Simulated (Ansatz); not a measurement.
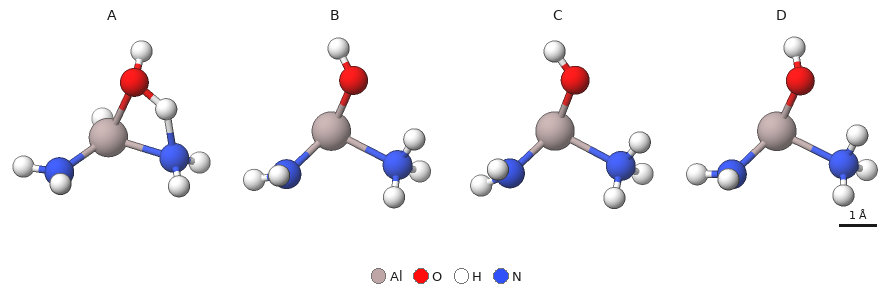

4 geometries from a converged minimum-energy path of AlN2H7O, shuffled. Style: ball-and-stick. Shown face on.

Method: RKS PBE0-D4/cc-pVDZ in Ansatz. Settings: 5 movable images; climbing image; force threshold 0.05 eV/Å; iteration limit 60; starting path through a guess of the saddle point.

Which frame is the top of the path?

A. In order along the path, whose images run from 0 to 6: C (image 0, 0.0 kcal/mol), B (image 1, +0.5 kcal/mol), D (image 2, +2.0 kcal/mol), A (image 5, +20.2 kcal/mol). A hydrogen atom shifts from one atom to another. Breaking: H–N (1.02 → 1.79 Å). Forming: H–O (2.43 → 1.01 Å).

Cost: 2.8 min on 2 threads of Arm Neoverse V2, with other jobs on the host, peak memory 0.2 GiB.
